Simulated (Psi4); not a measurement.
# Single-point calculation of SiNH$_{2}$F$_{2}$

SiNH$_{2}$F$_{2}$, multiplicity 2, SMILES [NH][SiH](F)F, computed with HF/def2-TZVP, UHF (Psi4 1.11).

The run did not end well. The geometry comes from this level: PBE0-D4/def2-TZVP.

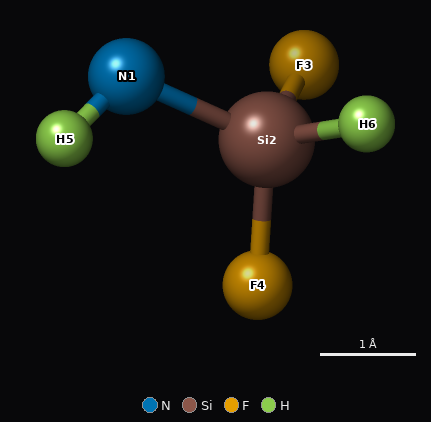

Figure 1. The structure (ball-and-stick view, seen at a tilt; atoms are numbered from 1 in the order of the input). Bond lengths as drawn: F–Si 1.58 to 1.59 Å, H–N 1.02 Å, H–Si 1.47 Å and N–Si 1.73 Å.

## Input file (job.py)
```python
import psi4

psi4.set_memory('1600 MB')
psi4.set_num_threads(1)
psi4.set_output_file('psi4.out', False)

geom = psi4.geometry("""
0 2
N     -0.025400     1.001700    -0.903700
Si     0.188000    -0.244900     0.273000
F      1.578700    -0.941400    -0.004700
F     -0.908600    -1.390200     0.207400
H     -0.977800     1.156700    -1.236500
H      0.187200     0.354100     1.618300
units angstrom
symmetry c1
""")

psi4.set_options({
    'basis': 'def2-TZVP',
    'reference': 'uhf',
    'scf_type': 'df',
    'damping_percentage': 30,
})

energy_value = psi4.energy('hf')
print(f'hf energy: {energy_value:.10f} Eh')
```

Run as:
```bash
python job.py
```

## Output
```
Psi4 1.11 release

   => Loading Basis Set <=

    Name: DEF2-TZVP
    Role: ORBITAL
    Keyword: BASIS

         ---------------------------------------------------------
                                   SCF
                              UHF Reference
                        1 Threads,   1525 MiB Core
         ---------------------------------------------------------

  ==> Geometry <==

    Molecular point group: c1
    Full point group: C1

    Geometry (in Angstrom), charge = 0, multiplicity = 2:

       Center              X                  Y                   Z               Mass
    ------------   -----------------  -----------------  -----------------  -----------------
         N           -0.230760690829     1.435870729442    -0.894173353956    14.003074004430
         SI          -0.017360690829     0.189270729442     0.282526646044    27.976926534650
         F            1.373339309171    -0.507229270558     0.004826646044    18.998403162730
         F           -1.113960690829    -0.956029270558     0.216926646044    18.998403162730
         H           -1.183160690829     1.590870729442    -1.226973353956     1.007825032230
         H           -0.018160690829     0.788270729442     1.627826646044     1.007825032230

  Running in c1 symmetry.

  Rotational constants: A =      0.23946  B =      0.22821  C =      0.13326 [cm^-1]
  Rotational constants: A =   7178.93790  B =   6841.48720  C =   3994.93146 [MHz]
  Nuclear repulsion =  175.745953143268252

  Charge       = 0
  Multiplicity = 2
  Electrons    = 41
  Nalpha       = 21
  Nbeta        = 20

  ==> Algorithm <==

  SCF Algorithm Type is DF.
  DIIS enabled.
  MOM disabled.
  Fractional occupation disabled.
  Guess Type is SAD.
  Energy threshold   = 1.00e-06
  Density threshold  = 1.00e-06
  Integral threshold = 1.00e-12

  ==> Primary Basis <==

  Basis Set: DEF2-TZVP
    Blend: DEF2-TZVP
    Number of shells: 54
    Number of basis functions: 142
    Number of Cartesian functions: 162
    Spherical Harmonics?: true
    Max angular momentum: 3

   => Loading Basis Set <=

    Name: (DEF2-TZVP AUX)
    Role: JKFIT
    Keyword: DF_BASIS_SCF

  ==> Integral Setup <==

  DFHelper Memory: AOs need 0.063 GiB; user supplied 1.118 GiB.
  SCF_SUBTYPE=INCORE selected. In-core MEM_DF algorithm will be used.
  Using in-core AOs.

  ==> MemDFJK: Density-Fitted J/K Matrices <==

    J tasked:                   Yes
    K tasked:                   Yes
    wK tasked:                   No
    Memory [MiB]:              1144
    Algorithm:                 Core
    Schwarz Cutoff:           1E-12
    Mask sparsity (%):       2.2416
    Fitting Condition:        1E-10

   => Auxiliary Basis Set <=

  Basis Set: (DEF2-TZVP AUX)
    Blend: DEF2-UNIVERSAL-JKFIT
    Number of shells: 125
    Number of basis functions: 395
    Number of Cartesian functions: 474
    Spherical Harmonics?: true
    Max angular momentum: 4

  Minimum eigenvalue in the overlap matrix is 2.5938542317E-03.
  Reciprocal condition number of the overlap matrix is 4.7587211904E-04.
    Using symmetric orthogonalization.

  ==> Pre-Iterations <==

  SCF Guess: Superposition of Atomic Densities via on-the-fly atomic UHF (no occupation information).

   -------------------------
    Irrep   Nso     Nmo
   -------------------------
     A        142     142
   -------------------------
    Total     142     142
   -------------------------

  ==> Iterations <==

                           Total Energy        Delta E     RMS |[F,P]|

   @DF-UHF iter SAD:  -542.46650330440582   -5.42467e+02   0.00000e+00
   @DF-UHF iter   1:  -543.50513101742956   -1.03863e+00   3.86201e-03 ADIIS/DIIS
   @DF-UHF iter   2:  -543.62487050754874   -1.19739e-01   2.35938e-03 ADIIS/DIIS/DAMP=30%
   @DF-UHF iter   3:  -543.40374764500712    2.21123e-01   6.33094e-04 ADIIS/DIIS/DAMP=30%
   @DF-UHF iter   4:  -543.63350045599418   -2.29753e-01   5.18840e-04 ADIIS/DIIS/DAMP=30%
   @DF-UHF iter   5:  -543.62796398145167    5.53647e-03   2.06055e-04 ADIIS/DIIS/DAMP=30%
   @DF-UHF iter   6:  -543.65668399474794   -2.87200e-02   1.11196e-04 ADIIS/DIIS/DAMP=30%
   @DF-UHF iter   7:  -543.66866232793291   -1.19783e-02   8.13393e-05 DIIS/DAMP=30%
   @DF-UHF iter   8:  -543.66907923780934   -4.16910e-04   6.31401e-05 DIIS/DAMP=30%
   @DF-UHF iter   9:  -543.67248603744224   -3.40680e-03   5.51069e-05 DIIS/DAMP=30%
[... 81 lines of further cycles ...]
   @DF-UHF iter  91:  -543.67227323484747    3.20210e-04   4.78563e-05 DIIS/DAMP=30%
   @DF-UHF iter  92:  -543.67256620080116   -2.92966e-04   7.87238e-05 DIIS/DAMP=30%
   @DF-UHF iter  93:  -543.67266951096553   -1.03310e-04   7.41302e-05 DIIS/DAMP=30%
   @DF-UHF iter  94:  -543.67267067804983   -1.16708e-06   6.63261e-05 DIIS/DAMP=30%
   @DF-UHF iter  95:  -543.67253022377554    1.40454e-04   5.54127e-05 DIIS/DAMP=30%
   @DF-UHF iter  96:  -543.67235565164196    1.74572e-04   5.95796e-05 DIIS/DAMP=30%
   @DF-UHF iter  97:  -543.67233310338611    2.25483e-05   6.89126e-05 DIIS/DAMP=30%
   @DF-UHF iter  98:  -543.67263993219558   -3.06829e-04   8.51637e-05 DIIS/DAMP=30%
   @DF-UHF iter  99:  -543.67265425956850   -1.43274e-05   6.52519e-05 DIIS/DAMP=30%
   @DF-UHF iter 100:  -543.67259001496211    6.42446e-05   5.74928e-05 DIIS/DAMP=30%

PsiException: Could not converge SCF iterations in 100 iterations.

  Failed to converge.
```

## Standard output
```
Traceback (most recent call last):
  [frames left out]
psi4.driver.p4util.exceptions.SCFConvergenceError: Could not converge SCF iterations in 100 iterations.
```

## What the run reported

```json
{"quantity": "outcome", "value": "not converged"}
{"quantity": "hardware", "value": "1 thread of Intel Xeon (Granite Rapids), 64 GiB of memory available, shared host"}
{"quantity": "wall time", "value": "6.6 s"}
{"quantity": "peak memory", "value": "0.26 GiB"}
```

## Diagnosis

The run did not converge: “psi4.driver.p4util.exceptions.SCFConvergenceError: Could not converge SCF iterations in 100 iterations.” Its last values are not results.
